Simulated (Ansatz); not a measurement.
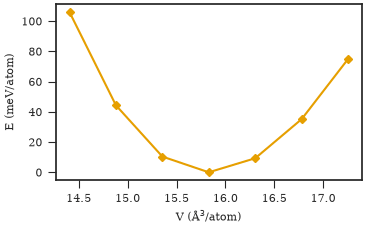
Ru (simple cubic, Pm-3m) under volume change, plane-wave PAW PBE (Ansatz code), scaled uniformly.

Task: What does a third-order Birch–Murnaghan fit give for V₀, B₀ and B′?

Result: V₀ = 15.83 Å³/atom, B₀ = 221 GPa, B′ = 4.7.

The cell is a constructed one: a structure type filled with these elements; neither database checked (COD, Materials Project) lists it. It is not the phase usual at ambient conditions (space group No. 194). Symmetry was held in the PBE relaxation; its stability against distortions is not shown here. No spin polarisation was allowed.

Potentials: the later of the program's two PAW sets.
